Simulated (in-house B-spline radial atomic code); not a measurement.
**Nb⁺: excited configurations in jj coupling**

Aim: the energies of several excited configurations of Nb⁺ above a reference configuration, each from its own self-consistent run.

Method: Dirac-Hartree-Fock, average of configuration, Fermi nucleus, basis-set limit. Code: in-house B-spline radial atomic code version 1.

### 1 Starting point

```
element       : niobium (Z = 41)
charge        : +1
electrons     : 40
configuration : 1s2 2s2 2p6 3s2 3p6 3d10 4s2 4p6 4d-4
Hamiltonian   : Dirac-Coulomb
nucleus       : Fermi, rms radius 4.324 fm
```

In configurations, a minus sign after the shell means j = l − 1/2 and a plus sign j = l + 1/2; the count of electrons follows.

Settings of the run:

```ini
Z = 41
electrons = 40.0
configuration = 1s2 2s2 2p6 3s2 3p6 3d10 4s2 4p6 4d-4
hamiltonian = dirac
method = hf
spin_polarised = False
nucleus = fermi
rms_radius = 4.324
mass_number = 93
atomic_mass = 92.90637317
speed_of_light = 137.035999084
```

From the earlier run of the reference: total energy -3817.981033 hartree. Levels, eight at most:

| orbital | occupation | energy (eV) | <r> (bohr) |
| --- | --- | --- | --- |
| 3p1/2 | 2 | -406.22 | 0.4366 |
| 3p3/2 | 4 | -389.83 | 0.4465 |
| 3d3/2 | 4 | -232.29 | 0.4290 |
| 3d5/2 | 6 | -228.50 | 0.4334 |
| 4s1/2 | 2 | -78.922 | 1.171 |
| 4p1/2 | 2 | -53.680 | 1.303 |
| 4p3/2 | 4 | -47.936 | 1.316 |
| 4d3/2 | 4 | -13.758 | 2.022 |

### 2 Run with 1s2 2s2 2p6 3s2 3p6 3d10 4s2 4p-1 4p+4 4d-1 4d+3 7g+1

Settings of the run:

```ini
Z = 41
electrons = 40.0
configuration = 1s2 2s2 2p6 3s2 3p6 3d10 4s2 4p-1 4p+4 4d-1 4d+3 7g+1
hamiltonian = dirac
method = hf
spin_polarised = False
nucleus = fermi
rms_radius = 4.324
mass_number = 93
atomic_mass = 92.90637317
speed_of_light = 137.035999084
```

### 3 Run with 1s2 2s2 2p6 3s2 3p6 3d10 4s2 4p-2 4p+3 4d+4 6s1

The settings differ from step 2 so:

```diff
@@ -2,3 +2,3 @@
 electrons = 40.0
-configuration = 1s2 2s2 2p6 3s2 3p6 3d10 4s2 4p-1 4p+4 4d-1 4d+3 7g+1
+configuration = 1s2 2s2 2p6 3s2 3p6 3d10 4s2 4p-2 4p+3 4d+4 6s1
 hamiltonian = dirac
```

### 4 Run with 1s2 2s2 2p6 3s2 3p6 3d10 4s2 4p6 4d-1 4d+2 5s1

The settings differ from step 3 so:

```diff
@@ -2,3 +2,3 @@
 electrons = 40.0
-configuration = 1s2 2s2 2p6 3s2 3p6 3d10 4s2 4p-2 4p+3 4d+4 6s1
+configuration = 1s2 2s2 2p6 3s2 3p6 3d10 4s2 4p6 4d-1 4d+2 5s1
 hamiltonian = dirac
```

### 5 1s2 2s2 2p6 3s2 3p6 3d10 4s2 4p6 4d-1 4d+2 5g+1

The settings differ from step 4 so:

```diff
@@ -2,3 +2,3 @@
 electrons = 40.0
-configuration = 1s2 2s2 2p6 3s2 3p6 3d10 4s2 4p6 4d-1 4d+2 5s1
+configuration = 1s2 2s2 2p6 3s2 3p6 3d10 4s2 4p6 4d-1 4d+2 5g+1
 hamiltonian = dirac
```

### 6 Run with 1s2 2s2 2p6 3s2 3p6 3d10 4s2 4p6 4d-3 8g-1

The settings differ from step 5 so:

```diff
@@ -2,3 +2,3 @@
 electrons = 40.0
-configuration = 1s2 2s2 2p6 3s2 3p6 3d10 4s2 4p6 4d-1 4d+2 5g+1
+configuration = 1s2 2s2 2p6 3s2 3p6 3d10 4s2 4p6 4d-3 8g-1
 hamiltonian = dirac
```

### 7 Run with 1s2 2s2 2p6 3s2 3p6 3d-3 3d+6 4s2 4p6 4d-2 4d+2 5p-1

The settings differ from step 6 so:

```diff
@@ -2,3 +2,3 @@
 electrons = 40.0
-configuration = 1s2 2s2 2p6 3s2 3p6 3d10 4s2 4p6 4d-3 8g-1
+configuration = 1s2 2s2 2p6 3s2 3p6 3d-3 3d+6 4s2 4p6 4d-2 4d+2 5p-1
 hamiltonian = dirac
```

### 8 Configuration 1s2 2s2 2p6 3s2 3p6 3d10 4s2 4p6 4d-2 4d+2

The settings differ from step 7 so:

```diff
@@ -2,3 +2,3 @@
 electrons = 40.0
-configuration = 1s2 2s2 2p6 3s2 3p6 3d-3 3d+6 4s2 4p6 4d-2 4d+2 5p-1
+configuration = 1s2 2s2 2p6 3s2 3p6 3d10 4s2 4p6 4d-2 4d+2
 hamiltonian = dirac
```

### 9 1s2 2s2 2p6 3s2 3p6 3d10 4s2 4p6 4d-3 4d+1

The settings differ from step 8 so:

```diff
@@ -2,3 +2,3 @@
 electrons = 40.0
-configuration = 1s2 2s2 2p6 3s2 3p6 3d10 4s2 4p6 4d-2 4d+2
+configuration = 1s2 2s2 2p6 3s2 3p6 3d10 4s2 4p6 4d-3 4d+1
 hamiltonian = dirac
```

Q: How far above the reference does each configuration lie (order and size, in eV)?

As calculated:

| net move | configuration | energy above the reference (eV) | with Breit, QED, recoil (eV) | largest <r> (bohr) |
| --- | --- | --- | --- | --- |
| 4d3/2 → 4d5/2 | 1s2 2s2 2p6 3s2 3p6 3d10 4s2 4p6 4d-3 4d+1 | 0.534 | 0.527 | 2.06 |
| 2×4d3/2 → 2×4d5/2 | 1s2 2s2 2p6 3s2 3p6 3d10 4s2 4p6 4d-2 4d+2 | 0.852 | 0.839 | 2.05 |
| 3×4d3/2 → 2×4d5/2, 5s | 1s2 2s2 2p6 3s2 3p6 3d10 4s2 4p6 4d-1 4d+2 5s1 | 0.879 | 0.881 | 3.43 |
| 3×4d3/2 → 2×4d5/2, 5g9/2 | 1s2 2s2 2p6 3s2 3p6 3d10 4s2 4p6 4d-1 4d+2 5g+1 | 11.217 | 11.208 | 13.7 |
| 4d3/2 → 8g7/2 | 1s2 2s2 2p6 3s2 3p6 3d10 4s2 4p6 4d-3 8g-1 | 11.868 | 11.874 | 43.0 |
| 4×4d3/2, 4p3/2 → 4×4d5/2, 6s | 1s2 2s2 2p6 3s2 3p6 3d10 4s2 4p-2 4p+3 4d+4 6s1 | 42.987 | 42.935 | 7.47 |
| 3×4d3/2, 4p1/2 → 3×4d5/2, 7g9/2 | 1s2 2s2 2p6 3s2 3p6 3d10 4s2 4p-1 4p+4 4d-1 4d+3 7g+1 | 48.036 | 47.955 | 31.7 |
| 3d3/2, 2×4d3/2 → 2×4d5/2, 5p1/2 | 1s2 2s2 2p6 3s2 3p6 3d-3 3d+6 4s2 4p6 4d-2 4d+2 5p-1 | 211.43 | 211.35 | 4.15 |

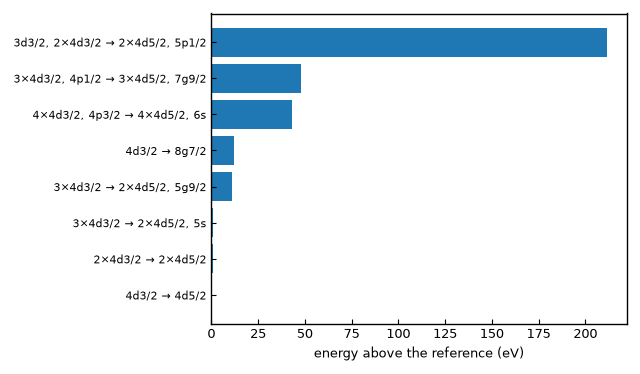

The configurations in order of energy, labelled by the net move of electrons.

What this shows: The energies run from 0.534 eV (4d3/2 → 4d5/2) to 211.43 eV (3d3/2, 2×4d3/2 → 2×4d5/2, 5p1/2). 3 of them lie more than 2 % above the ionisation threshold that Koopmans' theorem gives (13.758 eV), where such states can decay by emitting an electron. Two partly filled shells share a symmetry and can mix in the average, which may lower the energy, for: 3d3/2, 2×4d3/2 → 2×4d5/2, 5p1/2. These are averages over configurations, without correlation, not spectroscopic levels.
